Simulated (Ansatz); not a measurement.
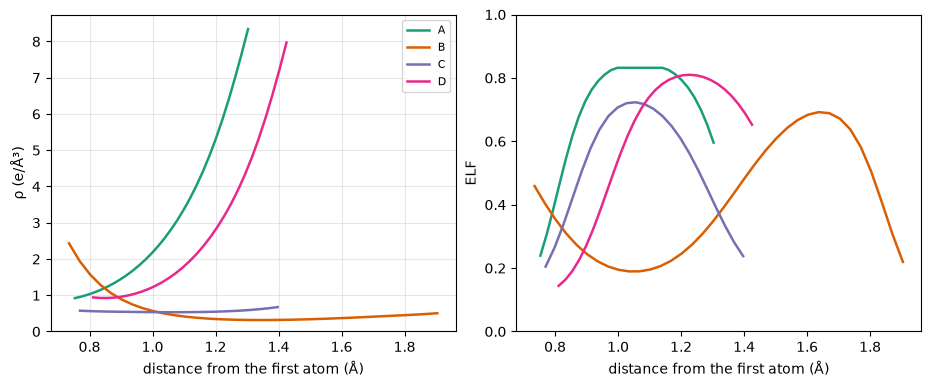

The picture shows: F$_{2}$GeInSi (SMILES F[Si]1=[Ge]([F])[In]1) (doublet). Electron density and ELF along straight lines between neighbouring atoms. The curves leave out the atomic cores.

Geometry: PBE0-D3(BJ)/def2-SVP; core potentials replace the inner electrons of In.

Level of theory: isolated molecule in a Gaussian basis; Kohn-Sham density functional theory, functional PBE0 (Ansatz 0.2.0).

```yaml
atoms:
  - { symbol: F, position_ang: [-2.7117, 0.9717, 0.6080] }
  - { symbol: F, position_ang: [1.7911, 1.5028, 1.9748] }
  - { symbol: Ge, position_ang: [0.9735, 1.2662, 0.4411] }
  - { symbol: In, position_ang: [0.3440, 0.9216, -2.2305] }
  - { symbol: Si, position_ang: [-1.2345, 1.0224, -0.0765] }
```

### Which curve belongs to which contact (Ge–F, In–Si, Si–F and Si–Ge)? The first atom named is at distance zero.

Curve A: Si–F (1.63 Å): the density is about 1.1 e/Å³ at the midpoint; the ELF peaks at about 0.85 in the valence shell of F, 0.6 Å from its nucleus, and is about 0.45 at the midpoint. Curve B: In–Si (2.67 Å): ρ at the midpoint is about 0.32 e/Å³; the ELF peaks at about 0.70 in the valence shell of Si, 1.0 Å from its nucleus, and drops to about 0.20 between the two atoms. Curve C: Si–Ge (2.28 Å): ρ at the midpoint is about 0.54 e/Å³; the ELF peaks at about 0.70 in the valence shell of Si, 1.1 Å from its nucleus, and is about 0.70 at the midpoint. Curve D: Ge–F (1.75 Å): ρ is about 0.93 e/Å³ halfway; the ELF peaks at about 0.80 in the valence shell of F, 0.5 Å from its nucleus, and is about 0.25 at the midpoint.
